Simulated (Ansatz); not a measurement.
# C5H6ClF3O4Ti: what the fields show

```xyz
20

C    -1.8702   -1.2679    1.8538
C    -0.8981   -0.6383    0.9134
C    -1.2498    0.5170    0.1882
C    -0.3450    1.0771   -0.6779
C    -0.7379    2.3059   -1.5038
F    -1.9771    2.7197   -1.2392
F    -0.6678    2.0224   -2.8042
F     0.0949    3.3141   -1.2543
O     0.8398    0.6899   -0.9051
Ti    2.0145   -0.7519   -0.1295
O     2.1165   -2.5147   -0.4226
O     3.1894   -0.2076   -1.3491
Cl    2.9183   -0.1484    1.8054
O     0.2268   -1.1849    0.8029
H    -2.8307   -0.7565    1.8619
H    -2.0125   -2.3150    1.5774
H    -1.4410   -1.2567    2.8589
H    -2.2308    0.9504    0.2995
H     1.5756   -3.1318    0.0780
H     3.1931    0.5866   -1.8875
```

Geometry: PBE0-D4/def2-TZVP.

Method: Ansatz 0.2.0, RKS PBE0-D4/def2-TZVPP.

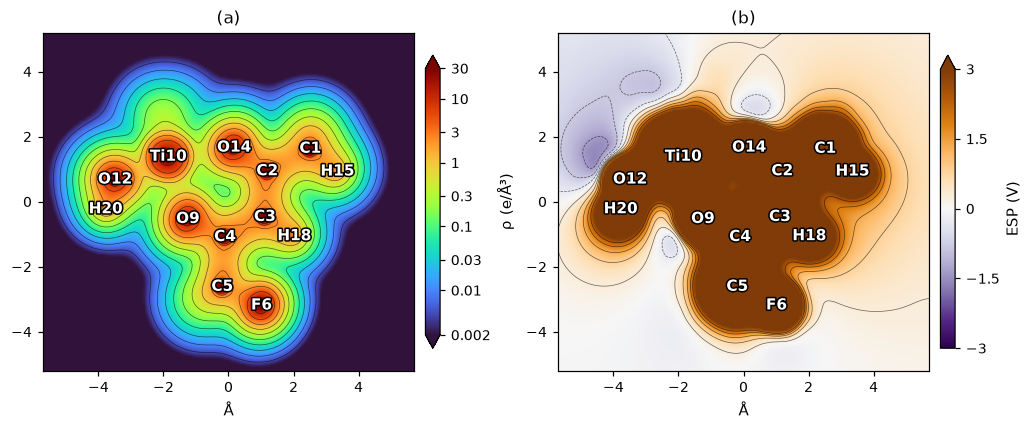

Figure 1. (a) electron density; (b) molecular electrostatic potential on the plane of atoms C4, C3 and H18.

**Describe what can be read from this map.**

- The section cuts through C, F, O, Ti and H sites.
- C–O (1.26 Å): the density is about 3 e/Å³ at the midpoint.
- C–F (1.33 Å): ρ is about 2.4 e/Å³ halfway.
- C–C (1.37 Å): the density is about 2.2 e/Å³ at the midpoint.
- Ti–O (1.78 Å): ρ is about 1.1 e/Å³ halfway.
- O–H (0.96 Å): ρ at the midpoint is about 3.8 e/Å³.
- Outside the dense part of the molecule the potential is most negative (−1.6 V) near O12.

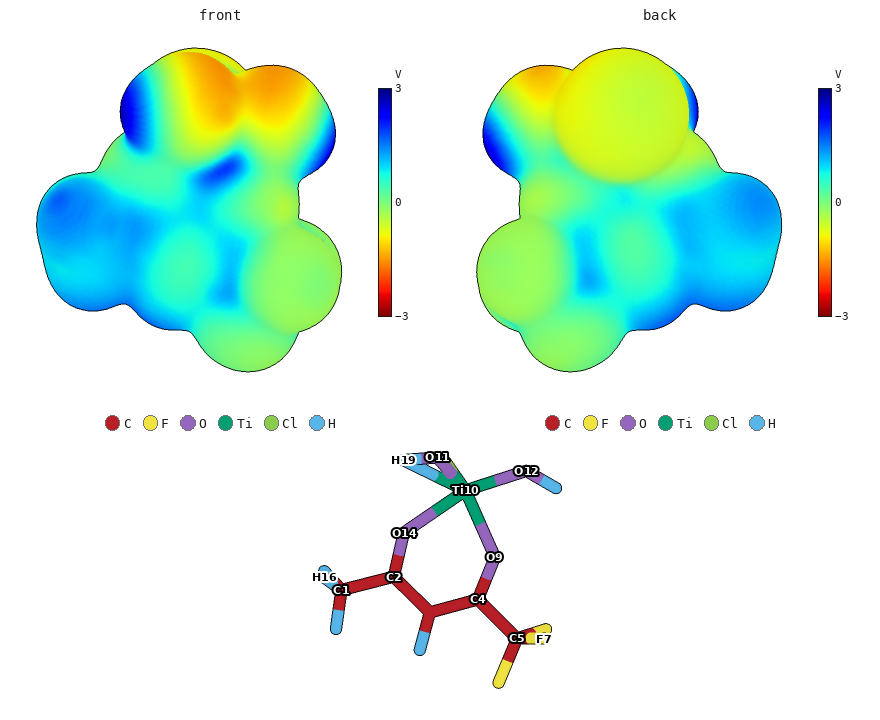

Figure 2. The electrostatic potential painted on the density surface at 0.002 e/bohr³, seen from the front and from behind; red is negative and blue positive. The bare structure is drawn below in the same view.

**Where is the surface potential most negative and most positive?**

The most negative region (about −1.5 V) lies over O11 and O12, the most positive (about +2.5 V) over H19 and H20.

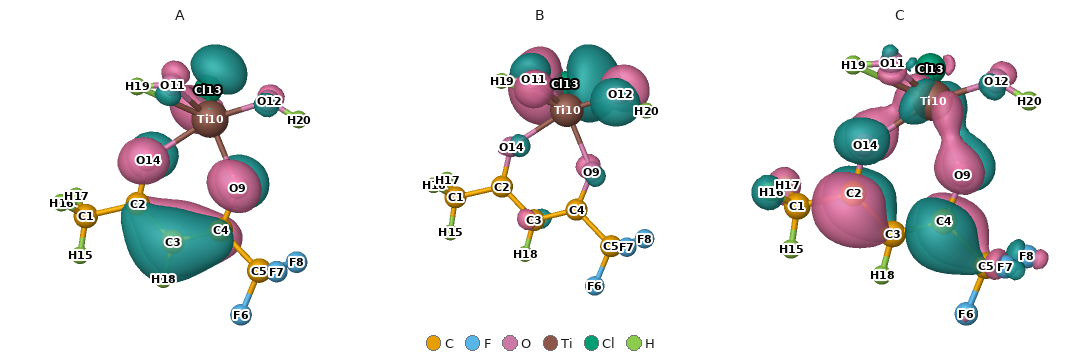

Figure 3. Three frontier orbitals at ±0.1 Å⁻³ᐟ² (teal and pink are the two phases), in no order.

**Order the three orbitals by energy and name them.**

B is the HOMO−1 (−8.62 eV). By Hirshfeld shares it lies mainly on Cl13 (about 65 %), O12 (about 15 %) and O11 (about 5 %); largely a lone pair of Cl13. A is the HOMO (−8.03 eV). Its weight (Hirshfeld) is mainly on C3 (about 30 %), O9 (about 15 %), Cl13 (about 10 %), O14 (about 10 %), C4 (about 10 %) and C2 (about 5 %). C is the LUMO (−2.73 eV). It lies mainly on C4 (about 20 %), C2 (about 20 %), O14 (about 10 %), O9 (about 10 %), Ti10 (about 10 %) and C3 (about 10 %).

**What is the HOMO–LUMO gap?**

5.30 eV between the orbital energies.

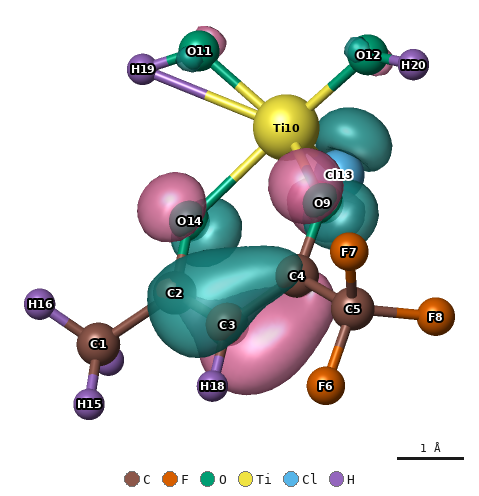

Figure 4. One frontier orbital at ±0.15 Å⁻³ᐟ² (teal and pink are the two phases), seen at a tilt.

**Which orbital is it: HOMO or LUMO?**

The HOMO, at −8.03 eV. It lies mainly on C3 (about 30 %), O9 (about 15 %), Cl13 (about 10 %), O14 (about 10 %), C4 (about 10 %) and C2 (about 5 %).
